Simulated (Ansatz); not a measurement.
# AlNH₃ClF₂: geometry relaxation (part 1 of 2)

- system: AlNH₃ClF₂
- method: RKS PBE/def2-SVP (Ansatz 0.2.0)

The input holds or restrains some coordinates. It belongs to a series of runs on one base structure; here: pulled along the bonds that form and break, towards end A. Figures and captions count atoms from 1; the log counts them from 0 in places.

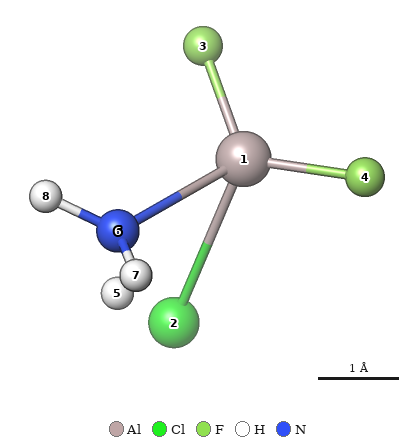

**Figure 1.** The input geometry (ball-and-stick view, seen at a tilt; atoms are numbered from 1 in the order of the input). Sticks mark near contacts.

The input
```yaml
crystal:
  periodic: [false, false, false]
  atoms:
    - { symbol: Al, position_ang: [-0.778, -0.7505, -0.4718] }
    - { symbol: Cl, position_ang: [0.4742, 0.9355, -2.0061] }
    - { symbol: F, position_ang: [-0.2255, -2.2838, -0.6644] }
    - { symbol: F, position_ang: [-2.3696, -0.39, -0.3201] }
    - { symbol: H, position_ang: [0.8146, 0.928, -0.2828] }
    - { symbol: "N", position_ang: [0.5362, 0.4119, 0.9165] }
    - { symbol: H, position_ang: [0.1759, 1.1414, 1.5152] }
    - { symbol: H, position_ang: [1.3721, 0.0075, 1.3133] }
basis:
  gaussian: { orbitals: def2-SVP }
hamiltonian:
  xc: pbe
relax:
  f_tol: 0.15
  max_steps: 25
  restrain:
    - { distance: [0, 5], at: 3.22, k: 30.0 }
    - { distance: [4, 1], at: 2.63, k: 30.0 }
    - { distance: [0, 1], at: 2.23, k: 30.0 }
    - { distance: [4, 5], at: 1.02, k: 30.0 }
output:
  orbitals: {}
```

Launch command:
```bash
ansatz run input.yaml --threads 2 --pin off --max-ram 3072MiB --backend cpu --events-out ev --progress --plain --runs-dir out
```

Log
```
The last accepted step is kept in [file] (removed where the run ends without a failure and the disk answers)
Engine: ansatz 0.2.0, aarch64-unknown-linux-gnu
Functional definition: PBE
  parameter kappa = 0.804
  parameter beta = 0.06672455060314922
  exchange = pbe_x(kappa = kappa, mu = beta*pi^2/3)
  correlation = pbe_c(beta = beta)
1030 factors; their error is unknown
mean field evaluation 1: about -26060.5119 eV, gradient 7.4e1 eV
mean field evaluation 2: about -26024.1396 eV, gradient 1.5e2 eV
mean field evaluation 4: about -26070.2783 eV, gradient 8.5e0 eV
mean field evaluation 8: about -26070.4877 eV, gradient 1.8e-1 eV
mean field evaluation 16: about -26070.4258 eV, gradient 4.7e-4 eV
mean field -26070.42583843 eV, -958.0704783930 hartree, gradient 4.5e-5 eV, S^2 0.000000; 0 other end points of the search recorded, 0 dependent functions left out
the calculation of the forces begins
reference -26070.42587883 eV, -958.0704798776 hartree; 29, 29 occupied and 64, 64 virtual orbitals, 1030 factors
relax step   1: F+E_penalty+E_count = -26070.42583843 eV  Δ(F+E_penalty+E_count) = +0.000e0 eV  max|allowed force component| = 4.343e0 eV/Å  E_restraint = 29.47821857 eV  max|allowed force component, restraints' pulls added| = 3.658e1 eV/Å  Δτ_max = 0.0000 Å  (27 SCF iters, accepted)
  distance Al 0 - N 5 = 2.2373 Å
  distance H 4 - Cl 1 = 1.7566 Å
  distance Al 0 - Cl 1 = 2.6009 Å
  distance H 4 - N 5 = 1.3350 Å
these checks for a lower state are left out or cut short: starts, cluster_reference, orbital_swaps, neighbouring_geometries, increment
1030 factors; their error is unknown
mean field -26070.60374961 eV, -958.0770165081 hartree, gradient 6.0e-6 eV, S^2 0.000000; 0 other end points of the search recorded, 0 dependent functions left out
the calculation of the forces begins
reference -26070.60378944 eV, -958.0770179720 hartree; 29, 29 occupied and 64, 64 virtual orbitals, 1030 factors
relax step   2: F+E_penalty+E_count = -26070.60374961 eV  Δ(F+E_penalty+E_count) = -1.779e-1 eV  max|allowed force component| = 5.647e0 eV/Å  E_restraint = 13.47161165 eV  max|allowed force component, restraints' pulls added| = 2.268e1 eV/Å  Δτ_max = 0.1950 Å  (32 SCF iters, accepted)
  distance Al 0 - N 5 = 2.5185 Å
  distance H 4 - Cl 1 = 2.0686 Å
  distance Al 0 - Cl 1 = 2.5020 Å
  distance H 4 - N 5 = 1.1499 Å
these checks for a lower state are left out or cut short: starts, cluster_reference, orbital_swaps, neighbouring_geometries, increment
1030 factors; their error is unknown
mean field evaluation 32: about -26070.6394 eV, gradient 5.5e-4 eV
mean field -26070.63944465 eV, -958.0783282769 hartree, gradient 1.9e-5 eV, S^2 0.000000; 0 other end points of the search recorded, 0 dependent functions left out
the calculation of the forces begins
reference -26070.63948491 eV, -958.0783297562 hartree; 29, 29 occupied and 64, 64 virtual orbitals, 1030 factors
relax step   3: F+E_penalty+E_count = -26070.63944465 eV  Δ(F+E_penalty+E_count) = -3.570e-2 eV  max|allowed force component| = 2.258e0 eV/Å  E_restraint = 4.14913322 eV  max|allowed force component, restraints' pulls added| = 1.103e1 eV/Å  Δτ_max = 0.1949 Å  (32 SCF iters, accepted)
  distance Al 0 - N 5 = 2.7974 Å
  distance H 4 - Cl 1 = 2.3533 Å
  distance Al 0 - Cl 1 = 2.3757 Å
  distance H 4 - N 5 = 1.0049 Å
these checks for a lower state are left out or cut short: starts, cluster_reference, orbital_swaps, neighbouring_geometries, increment
1030 factors; their error is unknown
mean field -26070.59169105 eV, -958.0765733644 hartree, gradient 2.2e-5 eV, S^2 0.000000; 0 other end points of the search recorded, 0 dependent functions left out
the calculation of the forces begins
reference -26070.59173238 eV, -958.0765748831 hartree; 29, 29 occupied and 64, 64 virtual orbitals, 1030 factors
relax step   4: F+E_penalty+E_count = -26070.59169105 eV  Δ(F+E_penalty+E_count) = +4.775e-2 eV  max|allowed force component| = 1.325e0 eV/Å  E_restraint = 0.24453691 eV  max|allowed force component, restraints' pulls added| = 1.713e0 eV/Å  Δτ_max = 0.1915 Å  (34 SCF iters, accepted)
  distance Al 0 - N 5 = 3.0978 Å
  distance H 4 - Cl 1 = 2.5958 Å
  distance Al 0 - Cl 1 = 2.2227 Å
  distance H 4 - N 5 = 1.0078 Å
these checks for a lower state are left out or cut short: starts, cluster_reference, orbital_swaps, neighbouring_geometries, increment
1030 factors; their error is unknown
mean field -26070.63815919 eV, -958.0782810368 hartree, gradient 2.4e-5 eV, S^2 0.000000; 0 other end points of the search recorded, 0 dependent functions left out
the calculation of the forces begins
reference -26070.63820112 eV, -958.0782825779 hartree; 29, 29 occupied and 64, 64 virtual orbitals, 1030 factors
relax step   5: F+E_penalty+E_count = -26070.63815919 eV  Δ(F+E_penalty+E_count) = -4.647e-2 eV  max|allowed force component| = 2.083e0 eV/Å  E_restraint = 0.06725692 eV  max|allowed force component, restraints' pulls added| = 1.250e0 eV/Å  Δτ_max = 0.1983 Å  (33 SCF iters, accepted)
  distance Al 0 - N 5 = 3.1870 Å
  distance H 4 - Cl 1 = 2.6654 Å
  distance Al 0 - Cl 1 = 2.1841 Å
  distance H 4 - N 5 = 1.0262 Å
these checks for a lower state are left out or cut short: starts, cluster_reference, orbital_swaps, neighbouring_geometries, increment
1030 factors; their error is unknown
mean field -26070.75894483 eV, -958.0827198274 hartree, gradient 1.9e-5 eV, S^2 0.000000; 0 other end points of the search recorded, 0 dependent functions left out
the calculation of the forces begins
reference -26070.75898772 eV, -958.0827214037 hartree; 29, 29 occupied and 64, 64 virtual orbitals, 1030 factors
relax step   6: F+E_penalty+E_count = -26070.75894483 eV  Δ(F+E_penalty+E_count) = -1.208e-1 eV  max|allowed force component| = 1.734e0 eV/Å  E_restraint = 0.05411815 eV  max|allowed force component, restraints' pulls added| = 8.087e-1 eV/Å  Δτ_max = 0.0905 Å  (27 SCF iters, accepted)
  distance Al 0 - N 5 = 3.1891 Å
  distance H 4 - Cl 1 = 2.6491 Å
  distance Al 0 - Cl 1 = 2.1827 Å
  distance H 4 - N 5 = 1.0127 Å
these checks for a lower state are left out or cut short: starts, cluster_reference, orbital_swaps, neighbouring_geometries, increment
1030 factors; their error is unknown
mean field evaluation 64: about -26070.8617 eV, gradient 1.8e-5 eV
mean field -26070.86170411 eV, -958.0864961611 hartree, gradient 1.8e-5 eV, S^2 0.000000; 0 other end points of the search recorded, 0 dependent functions left out
the calculation of the forces begins
reference -26070.86174766 eV, -958.0864977615 hartree; 29, 29 occupied and 64, 64 virtual orbitals, 1030 factors
relax step   7: F+E_penalty+E_count = -26070.86170411 eV  Δ(F+E_penalty+E_count) = -1.028e-1 eV  max|allowed force component| = 1.142e0 eV/Å  E_restraint = 0.03647246 eV  max|allowed force component, restraints' pulls added| = 2.101e-1 eV/Å  Δτ_max = 0.1832 Å  (27 SCF iters, accepted)
  distance Al 0 - N 5 = 3.1916 Å
  distance H 4 - Cl 1 = 2.6396 Å
  distance Al 0 - Cl 1 = 2.1911 Å
  distance H 4 - N 5 = 1.0249 Å
these checks for a lower state are left out or cut short: starts, cluster_reference, orbital_swaps, neighbouring_geometries, increment
1030 factors; their error is unknown
mean field -26070.81072249 eV, -958.0846226211 hartree, gradient 1.3e-5 eV, S^2 0.000000; 0 other end points of the search recorded, 0 dependent functions left out
the calculation of the forces begins
reference -26070.81076635 eV, -958.0846242332 hartree; 29, 29 occupied and 64, 64 virtual orbitals, 1030 factors
relax step   8: F+E_penalty+E_count = -26070.81072249 eV  Δ(F+E_penalty+E_count) = +5.098e-2 eV  max|allowed force component| = 8.151e-1 eV/Å  E_restraint = 0.03635033 eV  max|allowed force component, restraints' pulls added| = 4.604e-1 eV/Å  Δτ_max = 0.1654 Å  (27 SCF iters, rejected (line search))
  distance Al 0 - N 5 = 3.1981 Å
  distance H 4 - Cl 1 = 2.6488 Å
  distance Al 0 - Cl 1 = 2.1907 Å
  distance H 4 - N 5 = 1.0268 Å
these checks for a lower state are left out or cut short: starts, cluster_reference, orbital_swaps, neighbouring_geometries, increment
1030 factors; their error is unknown
mean field -26070.86577054 eV, -958.0866455998 hartree, gradient 2.2e-5 eV, S^2 0.000000; 0 other end points of the search recorded, 0 dependent functions left out
the calculation of the forces begins
reference -26070.86581432 eV, -958.0866472086 hartree; 29, 29 occupied and 64, 64 virtual orbitals, 1030 factors
relax step   9: F+E_penalty+E_count = -26070.86577054 eV  Δ(F+E_penalty+E_count) = -4.066e-3 eV  max|allowed force component| = 1.174e0 eV/Å  E_restraint = 0.03484201 eV  max|allowed force component, restraints' pulls added| = 2.460e-2 eV/Å  Δτ_max = 0.0317 Å  (28 SCF iters, accepted)
  distance Al 0 - N 5 = 3.1919 Å
  distance H 4 - Cl 1 = 2.6364 Å
  distance Al 0 - Cl 1 = 2.1920 Å
  distance H 4 - N 5 = 1.0267 Å
1030 factors; their error is unknown
mean field evaluation 96: about -26070.8658 eV, gradient 2.9e-5 eV
```

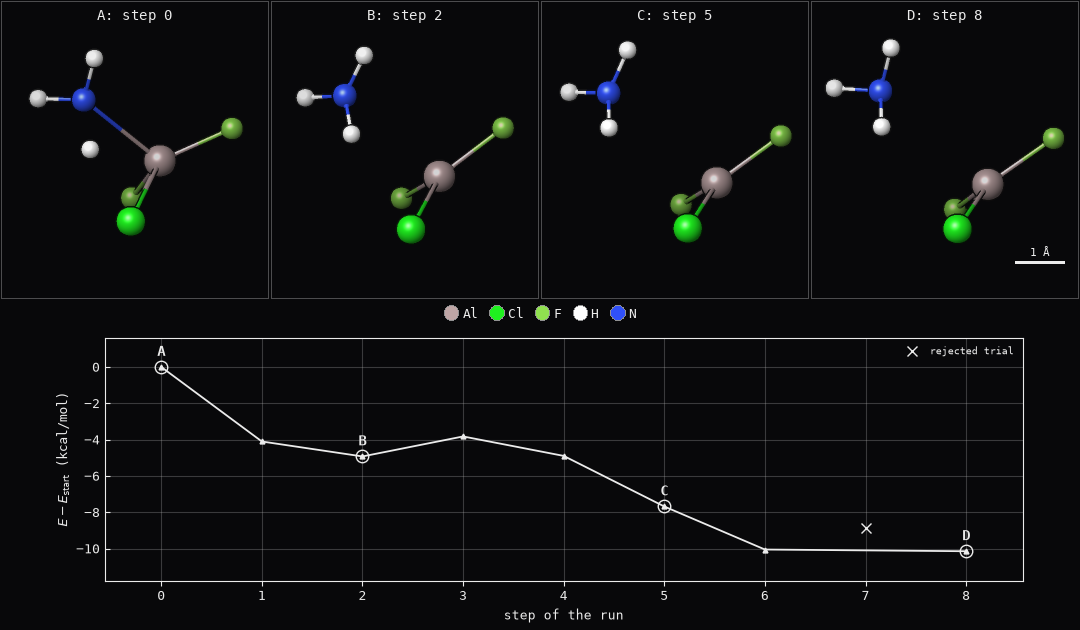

**Figure 2.** Frames of the restrained relaxation (ball-and-stick view, seen at a tilt) above the curves, on which the letters mark them (the first geometry is step 0 here and step 1 in the log).

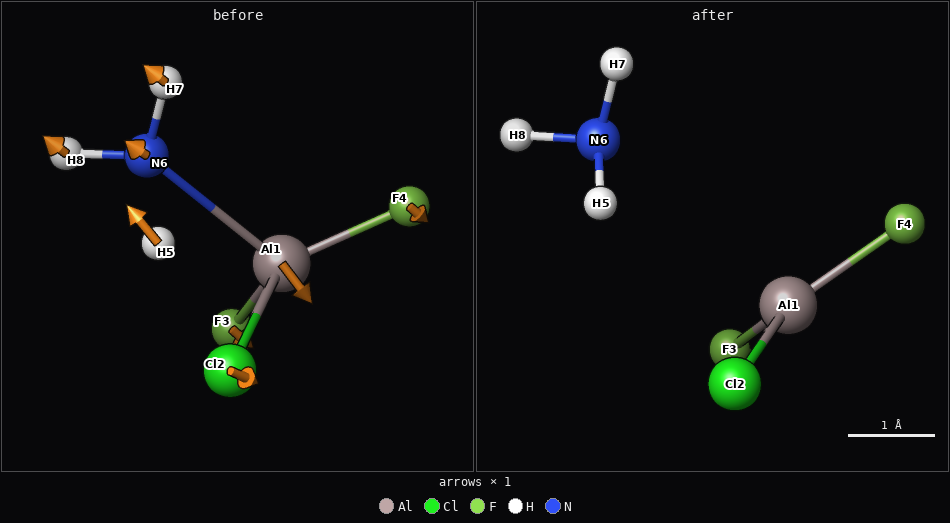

**Figure 3.** Before (left) and after (right) the restrained relaxation, at one scale (ball-and-stick view, seen at a tilt). The orange arrows give the displacements, at true length. Over 8 geometry steps the energy falls by 10.1 kcal/mol. The largest force component goes from 4.3 to 1.2 eV/Å. The line search rejected the trial step at point 7 (counted from 0) and went back. The largest moves after the best rigid fit, 0.62 Å, are those of Al1 and H5. Largest moves by element: Al 0.62 Å, H 0.61 Å, Cl 0.52 Å, N 0.39 Å, F 0.39 Å. Among the contacts that change: Al1–N6 2.237 → 3.192 Å, Al1–Cl2 2.601 → 2.192 Å, H5–N6 1.335 → 1.027 Å, Al1–F3 1.641 → 1.664 Å. New bonds form: H5–N6 (1.33 → 1.03 Å). Bonds break: Al1–N6 (2.24 → 3.19 Å). Among the angles that change: Cl2–Al1–F3 112.0° → 119.2°, F3–Al1–F4 122.9° → 120.2°, H7–N6–H8 110.6° → 108.1°. (Atoms are counted from 1 in the order of the input.)
